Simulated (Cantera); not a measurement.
Feed: 1 mol MgCO3, 3.7 mol H2S, a varied amount of CO2, held at 952 °C and 10.0 Torr.

Equilibrium computed with Cantera from the NASA thermochemical tables; the gas is ideal and each condensed phase is pure. Candidate condensed phases: C, C6H6, C7H8, C8H18, H2O, H2SO4, Mg, MgCO3, MgO, Mg(OH)2, MgS, MgSO4, S; 130 gas species. Gases not in the tables: S3 to S7. Equilibrium is a limit: real reactors are often held back by kinetics, nucleation or transport.

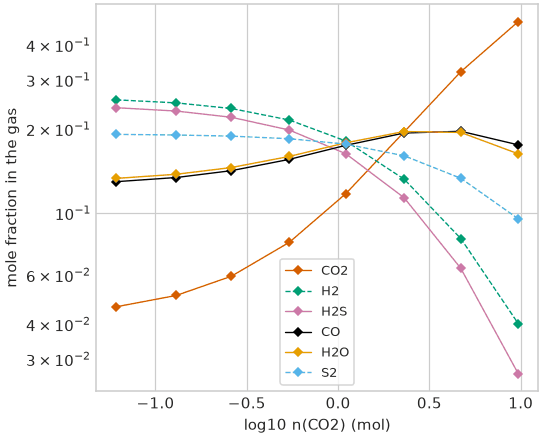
Figure: Equilibrium gas composition (values under 1e-9 drawn at 1e-9)

From 0.061 mol CO2 to 9.7 mol CO2 the condensed part is MgO(s).
